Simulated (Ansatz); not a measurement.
# How methods differ on [BPH4]− (SMILES [BH2-]P)

[BPH4]−: 6 atoms, total charge -1, spin state doublet. SMILES: `[BH2-]P`. The coordinates come from a GFN2-xTB relaxation.

```jsonl
{"atom": "B", "x (Å)": "0.0583", "y (Å)": "-0.9045", "z (Å)": "-0.0634"}
{"atom": "P", "x (Å)": "0.5945", "y (Å)": "0.8594", "z (Å)": "-0.0697"}
{"atom": "H", "x (Å)": "-1.0748", "y (Å)": "-1.2266", "z (Å)": "0.1373"}
{"atom": "H", "x (Å)": "0.8875", "y (Å)": "-1.7334", "z (Å)": "-0.2663"}
{"atom": "H", "x (Å)": "-0.4220", "y (Å)": "1.5536", "z (Å)": "-0.8165"}
{"atom": "H", "x (Å)": "-0.0435", "y (Å)": "1.4515", "z (Å)": "1.0785"}
```

Quantity: the energy change with the B1–H4 bond stretched from 1.190 to 1.487 Å, in eV. The values are calculated.

```csv
level,kind,program,value (eV),less FCI/STO-3G
UHF/STO-3G,Hartree–Fock,Ansatz,1.10,+0.27
U-revPBE/STO-3G,GGA,Ansatz,0.81,-0.02
UBHLYP/STO-3G,global hybrid,Ansatz,1.01,+0.18
U-wB97X/STO-3G,range-separated hybrid,Ansatz,0.94,+0.11
UB2PLYP/STO-3G,double hybrid,Ansatz,0.93,+0.10
RPA@PBE/STO-3G,RPA,Ansatz,0.78,-0.05
UMP2/STO-3G,perturbation theory,Ansatz,0.96,+0.13
UCCSDTQ/STO-3G,coupled cluster or CI,Ansatz,0.83,0.00
FCI/STO-3G,exact in the basis,Ansatz,0.83,0.00
```

FCI/STO-3G is exact within its basis and frozen core, so for wave-function methods in that basis the difference is their error; functionals converge differently with the basis, so for them it is only a difference. Sets without diffuse functions describe the anion poorly. The first shape isn't each level's own minimum. The values span 0.78 to 1.10 eV. All rows use very small basis sets, so even the best lies far from the true value.

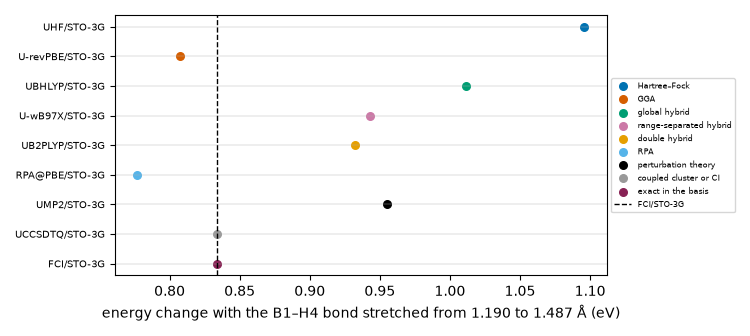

The values of the table, level by level.
